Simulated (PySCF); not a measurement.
# C₃H₈BNSi: NMR shifts and electronic excitations at several levels of theory, part 2 of 2

PySCF 2.14.0. Atoms count from 0.

## Step 8: NMR shieldings: PBE0/aug-cc-pVDZ

The job: settings as JSON, then the geometry in Å.

```
{"job": {"kind": "nmr", "xc": "PBE0", "basis": "aug-cc-pVDZ", "pop": true}, "charge": 0, "multiplicity": 1}
C     -3.556801     0.373356    -0.165194
C     -2.131768     0.621608    -0.215000
C     -0.927824     0.847244    -0.263416
B      0.551210     1.073737    -0.309504
Si     1.841190    -0.362445     0.270801
N      3.403436    -0.064510    -0.435406
H     -4.046247     1.084754     0.519362
H     -4.004932     0.523564    -1.160702
H     -3.791892    -0.648867     0.169696
H      0.969158     2.160567    -0.648679
H      1.800726    -0.368937     1.783868
H      1.411038    -1.738371    -0.136802
H      3.750168     0.888457    -0.441371
H      4.163477    -0.714781    -0.268399
```

Level: GIAO PBE0/aug-cc-pVDZ NMR shielding, non-relativistic, gas phase.

The program printed:

```text
coarse grid: 11992 points
cycle   1  E = -487.7497697223  dE =  4.234e-01  |g| = 4.872e-01  |ddm| = 1.592e+01
cycle   2  E = -487.6880216875  dE =  6.175e-02  |g| = 6.999e-01  |ddm| = 3.574e+00
cycle   3  E = -487.8043905921  dE = -1.164e-01  |g| = 1.489e-01  |ddm| = 1.712e+00
cycle   4  E = -487.8096714744  dE = -5.281e-03  |g| = 5.722e-02  |ddm| = 3.747e-01
cycle   5  E = -487.8105035075  dE = -8.320e-04  |g| = 1.618e-02  |ddm| = 1.465e-01
cycle   6  E = -487.8105725195  dE = -6.901e-05  |g| = 2.835e-03  |ddm| = 6.176e-02
cycle   7  E = -487.8105749038  dE = -2.384e-06  |g| = 8.724e-04  |ddm| = 1.331e-02
final grid: 110728 points
cycle   8  E = -487.8251136891  dE = -1.868e-05  |g| = 7.025e-03  |ddm| = 3.297e-01
cycle   9  E = -487.8251051308  dE =  8.558e-06  |g| = 9.347e-03  |ddm| = 4.851e-02
cycle  10  E = -487.8251259098  dE = -2.078e-05  |g| = 1.648e-03  |ddm| = 2.073e-02
cycle  11  E = -487.8251266140  dE = -7.042e-07  |g| = 4.403e-04  |ddm| = 5.440e-03
cycle  12  E = -487.8251266619  dE = -4.785e-08  |g| = 1.075e-04  |ddm| = 1.065e-03
cycle  13  E = -487.8251266647  dE = -2.797e-09  |g| = 2.663e-05  |ddm| = 2.999e-04
cycle  14  E = -487.8251266649  dE = -2.441e-10  |g| = 8.349e-06  |ddm| = 1.526e-04
converged SCF energy = -487.8251266649

GIAO shielding tensors (ppm)
atom      isotropic    diamagn.    paramagn.     s11        s22        s33       span
  0 C      185.005     236.944     -51.940    178.727    180.207    196.080     17.352
  1 C       25.817     296.609    -270.792     -1.508     35.313     43.645     45.153
  2 C      102.999     217.609    -114.610     11.495     23.914    273.588    262.093
  3 B       25.802     211.693    -185.891    -84.949     19.749    142.606    227.555
  4 Si     457.973     890.558    -432.585    413.883    428.504    531.531    117.648
  5 N      271.664     288.393     -16.729    241.230    267.899    305.863     64.633
  6 H       28.719      27.044       1.676     24.800     26.963     34.395      9.595
  7 H       28.729      27.081       1.648     24.850     26.924     34.413      9.562
  8 H       28.736      30.350      -1.614     24.287     27.349     34.572     10.286
  9 H       22.623      24.502      -1.879     15.153     25.972     26.743     11.590
 10 H       26.265      29.182      -2.917     22.133     25.873     30.791      8.658
 11 H       26.529      29.962      -3.433     23.201     25.928     30.458      7.256
 12 H       31.528      30.832       0.696     24.453     27.658     42.473     18.020
 13 H       31.601      33.595      -1.995     24.124     28.051     42.626     18.502
```

Wall time 35 s (1 thread of Arm Neoverse V1, shared host); peak memory 0.94 GiB.

In short: δ C1 169.3, C2 92.1, C0 10.1, B3 84.4, H9 8.77, H10 5.00 ppm (means over like atoms).

## Step 9: NMR shieldings: PBE0/IGLO-III

The job, as its differences from that of step 8:

```diff
@@ -1,2 +1,2 @@
-{"job": {"kind": "nmr", "xc": "PBE0", "basis": "aug-cc-pVDZ", "pop": true}, "charge": 0, "multiplicity": 1}
+{"job": {"kind": "nmr", "xc": "PBE0", "basis": "IGLO-III", "pop": true}, "charge": 0, "multiplicity": 1}
 C     -3.556801     0.373356    -0.165194
```

Method: GIAO PBE0/IGLO-III NMR shielding, non-relativistic, gas phase.

The program printed:

```text
coarse grid: 11992 points
cycle   1  E = -487.8299639100  dE =  3.624e-01  |g| = 5.317e-01  |ddm| = 2.585e+00
cycle   2  E = -487.7689016296  dE =  6.106e-02  |g| = 7.313e-01  |ddm| = 7.520e-01
cycle   3  E = -487.8877333407  dE = -1.188e-01  |g| = 1.654e-01  |ddm| = 4.322e-01
cycle   4  E = -487.8932394587  dE = -5.506e-03  |g| = 7.878e-02  |ddm| = 1.033e-01
cycle   5  E = -487.8947748988  dE = -1.535e-03  |g| = 1.916e-02  |ddm| = 4.449e-02
cycle   6  E = -487.8948622387  dE = -8.734e-05  |g| = 3.811e-03  |ddm| = 1.331e-02
cycle   7  E = -487.8948658086  dE = -3.570e-06  |g| = 1.037e-03  |ddm| = 3.164e-03
final grid: 110728 points
cycle   8  E = -487.8962574822  dE = -6.696e-05  |g| = 7.481e-03  |ddm| = 5.316e-02
cycle   9  E = -487.8962483161  dE =  9.166e-06  |g| = 9.724e-03  |ddm| = 9.960e-03
cycle  10  E = -487.8962689948  dE = -2.068e-05  |g| = 1.922e-03  |ddm| = 5.355e-03
cycle  11  E = -487.8962698288  dE = -8.340e-07  |g| = 7.101e-04  |ddm| = 1.168e-03
cycle  12  E = -487.8962699413  dE = -1.126e-07  |g| = 2.353e-04  |ddm| = 3.894e-04
cycle  13  E = -487.8962699545  dE = -1.313e-08  |g| = 3.322e-05  |ddm| = 1.443e-04
cycle  14  E = -487.8962699548  dE = -3.049e-10  |g| = 1.045e-05  |ddm| = 2.713e-05
converged SCF energy = -487.8962699548

GIAO shielding tensors (ppm)
atom      isotropic    diamagn.    paramagn.     s11        s22        s33       span
  0 C      174.744     246.338     -71.594    168.576    169.579    186.076     17.501
  1 C       -1.987     262.150    -264.138    -33.964      5.597     22.405     56.369
  2 C       83.303     256.249    -172.946    -17.370     -6.301    273.581    290.951
  3 B        6.596     196.673    -190.077   -113.114     -0.669    133.573    246.686
  4 Si     394.534     887.494    -492.960    346.316    360.711    476.577    130.261
  5 N      260.525     309.314     -48.789    225.936    259.739    295.902     69.966
  6 H       28.773      26.924       1.849     24.731     27.029     34.560      9.829
  7 H       28.778      26.989       1.789     24.764     26.992     34.578      9.814
  8 H       28.791      29.476      -0.685     24.234     27.397     34.741     10.507
  9 H       22.834      29.904      -7.070     15.318     26.100     27.084     11.766
 10 H       26.227      30.500      -4.274     22.360     25.835     30.484      8.124
 11 H       26.456      31.306      -4.850     23.368     25.761     30.239      6.870
 12 H       31.450      29.836       1.614     24.450     27.683     42.216     17.766
 13 H       31.592      28.951       2.641     24.238     28.159     42.378     18.140
```

Wall time 53 s (1 thread of Arm Neoverse V1, shared host); peak memory 1.1 GiB.

In short: δ C1 185.8, C2 100.5, C0 9.0, B3 93.3, H9 8.54, H10 5.03 ppm (means over like atoms).

## Step 10: Shielding tensors: PBE0/pcSseg-0

The job, as its differences from that of step 9:

```diff
@@ -1,2 +1,2 @@
-{"job": {"kind": "nmr", "xc": "PBE0", "basis": "IGLO-III", "pop": true}, "charge": 0, "multiplicity": 1}
+{"job": {"kind": "nmr", "xc": "PBE0", "basis": "pcSseg-0", "pop": true}, "charge": 0, "multiplicity": 1}
 C     -3.556801     0.373356    -0.165194
```

Level: GIAO PBE0/pcSseg-0 NMR shielding, non-relativistic, gas phase.

The program printed:

```text
coarse grid: 11992 points
cycle   1  E = -486.9528901959  dE =  3.396e-01  |g| = 4.291e-01  |ddm| = 3.849e+00
cycle   2  E = -486.8990419280  dE =  5.385e-02  |g| = 6.411e-01  |ddm| = 1.178e+00
cycle   3  E = -486.9934230642  dE = -9.438e-02  |g| = 1.427e-01  |ddm| = 7.643e-01
cycle   4  E = -486.9983907234  dE = -4.968e-03  |g| = 4.903e-02  |ddm| = 2.161e-01
cycle   5  E = -486.9989888679  dE = -5.981e-04  |g| = 1.169e-02  |ddm| = 6.400e-02
cycle   6  E = -486.9990261184  dE = -3.725e-05  |g| = 1.606e-03  |ddm| = 1.810e-02
cycle   7  E = -486.9990269630  dE = -8.446e-07  |g| = 5.139e-04  |ddm| = 2.923e-03
final grid: 110728 points
cycle   8  E = -487.0162734567  dE = -1.128e-05  |g| = 4.348e-03  |ddm| = 2.118e-02
cycle   9  E = -487.0162710226  dE =  2.434e-06  |g| = 5.456e-03  |ddm| = 1.137e-02
cycle  10  E = -487.0162777498  dE = -6.727e-06  |g| = 1.231e-03  |ddm| = 7.014e-03
cycle  11  E = -487.0162781377  dE = -3.880e-07  |g| = 2.558e-04  |ddm| = 1.357e-03
cycle  12  E = -487.0162781535  dE = -1.576e-08  |g| = 6.998e-05  |ddm| = 3.927e-04
cycle  13  E = -487.0162781546  dE = -1.152e-09  |g| = 1.555e-05  |ddm| = 9.427e-05
cycle  14  E = -487.0162781547  dE = -8.242e-11  |g| = 2.631e-06  |ddm| = 2.701e-05
converged SCF energy = -487.0162781547

GIAO shielding tensors (ppm)
atom      isotropic    diamagn.    paramagn.     s11        s22        s33       span
  0 C      182.660     238.142     -55.482    176.305    178.430    193.247     16.942
  1 C        3.591     291.800    -288.210    -25.071     13.471     22.372     47.443
  2 C       88.340     274.909    -186.569    -13.020     -0.071    278.113    291.133
  3 B        9.624     195.328    -185.704   -112.217      1.279    139.810    252.027
  4 Si     420.426     878.205    -457.779    367.893    378.880    514.506    146.613
  5 N      289.296     320.299     -31.003    235.342    276.481    356.064    120.722
  6 H       30.186      25.379       4.808     26.116     28.536     35.906      9.790
  7 H       30.185      25.407       4.778     26.086     28.481     35.988      9.902
  8 H       30.140      26.714       3.426     25.549     28.943     35.930     10.381
  9 H       23.538      29.171      -5.633     16.312     26.910     27.392     11.080
 10 H       27.228      29.895      -2.667     22.122     26.778     32.784     10.662
 11 H       27.381      30.051      -2.670     23.580     26.470     32.094      8.515
 12 H       33.992      30.598       3.395     25.814     29.737     46.426     20.611
 13 H       34.182      30.077       4.105     25.637     29.774     47.136     21.499
```

It took 7.4 s on 1 thread of Arm Neoverse V1, shared host; peak memory 0.49 GiB.

In short: δ C1 189.9, C2 105.2, C0 10.9, B3 95.3, H9 9.29, H10 5.53 ppm (means over like atoms).

## Step 11: TDDFT and polarisability: HF/def2-SVPD

The job, as its differences from that of step 10:

```diff
@@ -1,2 +1,2 @@
-{"job": {"kind": "nmr", "xc": "PBE0", "basis": "pcSseg-0", "pop": true}, "charge": 0, "multiplicity": 1}
+{"job": {"kind": "uv", "xc": "HF", "basis": "def2-SVPD", "ip": true}, "charge": 0, "multiplicity": 1}
 C     -3.556801     0.373356    -0.165194
```

Level: TDDFT HF/def2-SVPD, vertical, gas phase, core orbitals frozen in the response.

The program printed:

```text
final grid: 110728 points
cycle   1  E = -485.9727523778  dE =  6.716e-01  |g| = 4.594e-01  |ddm| = 6.373e+00
cycle   2  E = -486.0481906093  dE = -7.544e-02  |g| = 2.024e-01  |ddm| = 1.735e+00
cycle   3  E = -486.0585267114  dE = -1.034e-02  |g| = 9.437e-02  |ddm| = 8.203e-01
cycle   4  E = -486.0614323580  dE = -2.906e-03  |g| = 2.311e-02  |ddm| = 3.053e-01
cycle   5  E = -486.0616105210  dE = -1.782e-04  |g| = 5.860e-03  |ddm| = 8.342e-02
cycle   6  E = -486.0616335965  dE = -2.308e-05  |g| = 2.495e-03  |ddm| = 2.282e-02
cycle   7  E = -486.0616393479  dE = -5.751e-06  |g| = 1.103e-03  |ddm| = 1.172e-02
cycle   8  E = -486.0616410885  dE = -1.741e-06  |g| = 5.436e-04  |ddm| = 4.175e-03
cycle   9  E = -486.0616416645  dE = -5.760e-07  |g| = 2.295e-04  |ddm| = 2.585e-03
cycle  10  E = -486.0616417720  dE = -1.075e-07  |g| = 7.048e-05  |ddm| = 1.807e-03
cycle  11  E = -486.0616417789  dE = -6.961e-09  |g| = 1.727e-05  |ddm| = 6.672e-04
cycle  12  E = -486.0616417792  dE = -3.130e-10  |g| = 7.821e-06  |ddm| = 1.348e-04
converged SCF energy = -486.0616417792

Static polarisability (au): isotropic 84.811, principal 63.871 71.275 119.288

Singlet excitations
state   eV       nm        f      main configurations
  1   3.5960    344.8   0.00072   H->L 0.85
  2   5.4261    228.5   0.08023   H-1->L 0.39, H-2->L 0.28
  3   5.5922    221.7   0.00703   H-3->L 0.62
  4   6.7128    184.7   0.00021   H-1->L+5 0.20, H-2->L+5 0.17, H-1->L+9 0.11
  5   7.2322    171.4   0.00555   H-2->L 0.16, H-1->L 0.14, H-1->L+2 0.11
  6   7.3474    168.7   0.01050   H->L+1 0.66, H->L+2 0.13
  7   7.5245    164.8   0.03483   H-1->L 0.19, H-2->L 0.15, H-1->L+2 0.09
  8   7.8791    157.4   0.01808   H-5->L 0.51, H-6->L 0.16
  9   8.1685    151.8   0.21138   H-1->L+1 0.36, H-2->L+1 0.17
 10   8.1989    151.2   0.79305   H->L+5 0.28, H-2->L 0.16, H-2->L+1 0.08

Triplet excitations (Tamm-Dancoff, eV): 3.1311 3.6849 4.7000 5.0421
Vertical ionisation energy (delta-SCF) = 8.3225 eV
```

Run time: 35 s. Hardware: 1 thread of Arm Neoverse V1, shared host; peak memory 0.81 GiB.

The orbitals next to the gap, with their largest atomic shares:

```tsv
orbital	eV	atoms
HOMO−3	-12.02	Si4 23 %, B3 23 %, C2 17 %
HOMO−2	-10.83	N5 28 %, C2 23 %, C1 19 %
HOMO−1	-10.61	C2 24 %, N5 23 %, C1 20 %
HOMO	-9.63	C1 27 %, C2 24 %, B3 14 %
LUMO	1.30	B3 37 %, C2 17 %, Si4 16 %
LUMO+1	2.22	B3 48 %, C0 11 %, C1 10 %
LUMO+2	2.64	Si4 20 %, C0 18 %, H13 8 %
```

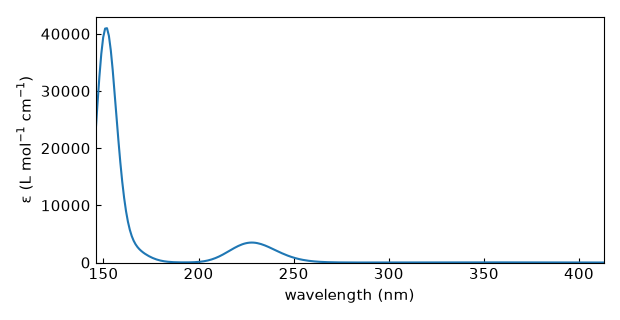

Absorption spectrum: each of the 10 states is a Gaussian band of 0.4 eV half-width at 1/e. Beyond the last state computed it falls off for lack of states.

Further results of this job:

```tsv
property	computed
dipole moment (D)	1.14
polarisability (Å³)	12.57
HOMO–LUMO gap (eV)	10.94
−ε(HOMO) (eV)	9.63
```

## Step 12: Side by side: NMR shifts

Shifts (ppm) of some atoms, chosen among heavy atoms and hydrogens apart, means over like atoms, with basis size and wall time:

```tsv
run	C1	C2	H9	H12	B3	Si4	N5	functions	time
PBE0/6-31G*	166.1	88.5	8.59	-0.64	84.7	-25.7	-9.7	104	12 s
PBE0/6-311+G(2d,p)	180.9	98.2	8.61	-0.26	87.2	-46.6	0.5	218	34 s
PBE0/def2-SVP	173.9	92.0	8.66	-0.38	90.1	-50.4	-3.7	128	13 s
PBE0/def2-TZVP	181.8	98.9	8.63	-0.26	89.4	-48.6	1.8	240	35 s
PBE0/cc-pVDZ	173.4	92.9	8.64	-0.41	89.2	-41.6	-3.7	128	14 s
PBE0/cc-pVTZ	180.9	99.1	8.51	-0.17	87.7	-42.0	-0.7	296	65 s
PBE0/aug-cc-pVDZ	169.3	92.1	8.77	-0.17	84.4	-41.3	-1.8	214	35 s
PBE0/IGLO-III	185.8	100.5	8.54	-0.15	93.3	-49.2	0.0	299	53 s
PBE0/pcSseg-0	189.9	105.2	9.29	-1.26	95.3	-71.9	-23.3	74	7.4 s
```

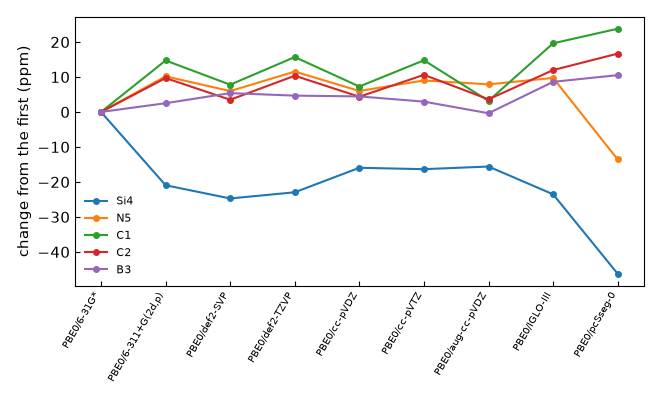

How five of the tabulated atoms move from run to run.

## Step 13: Outcome

This closing draws on all 2 parts.

| quantity | value |
| --- | --- |
| 13C shifts against TMS (PBE0/6-31G*) | 166.1, 88.5, 9.4 ppm |
| 1H shifts against TMS (PBE0/6-31G*, means over atoms taken as alike) | 8.59, 5.02, 2.34, -0.64 ppm |
| 11B shifts against BF3·OEt2 (PBE0/6-31G*) | 84.7 ppm |
| 29Si shifts against TMS (PBE0/6-31G*) | -25.7 ppm |
| 15N shifts against NH3 (PBE0/6-31G*) | -9.7 ppm |
| lowest singlet (HF/def2-SVPD) | 3.60 eV (345 nm), f = 0.001 |
| brightest single state of those computed | state 10, 8.20 eV, f = 0.793 |
| lowest triplet | 3.13 eV |
| vertical ionisation energy (ΔSCF) | 8.32 eV |
| range of the shift of Si4 | -71.9 to -25.7 ppm |

**Reading.** Single values in the summary come from the first sound run of each kind (PBE0/6-31G*; HF/def2-SVPD), which need not be the best level. At PBE0/6-31G*: The widest tensor belongs to C2: span 259 ppm, with a paramagnetic part of -151 ppm. The first singlet state (HOMO→LUMO 0.85) lies at 3.60 eV and is dark; of the 10 states computed, the strongest absorption comes from state 10 at 8.20 eV (the last computed, so partners may be missing). The lowest triplet lies 0.46 eV below the lowest singlet (triplets in Tamm-Dancoff, singlets in full TDDFT). At HF/def2-SVPD, the highest states lie near or above the ionisation energy, where they hang on the basis. ΔSCF puts the ionisation energy at 8.32 eV, 1.31 eV below −ε(HOMO). Across the 9 runs the shift of Si4 moves most, between -71.9 (PBE0/pcSseg-0) and -25.7 ppm (PBE0/6-31G*).
